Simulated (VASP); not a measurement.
Band structure of Ni3Al (L1_2). Level of theory: optB88-vdW, VASP's PBE PAW potentials (set 64) (plane waves; VASP 6.6.1).

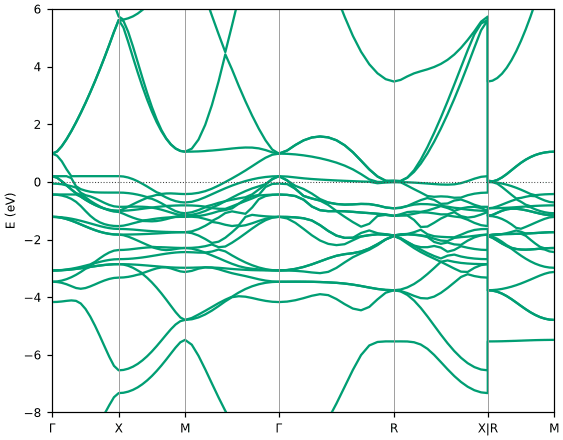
Bands along high-symmetry lines, zero at the valence-band maximum or, without a gap, the Fermi level

Task: Read the plot: is there a gap, and where are the band edges?

Result: It has no gap at this level: it comes out as a metal or semimetal. (Edges off the drawn lines would not show.)

The compound is Ni3Al in the L1_2 structure. It was relaxed first. The run is not spin-polarised, so no magnetic state was tried. The electron count is odd and the run is not spin-polarised, which forces a metal.
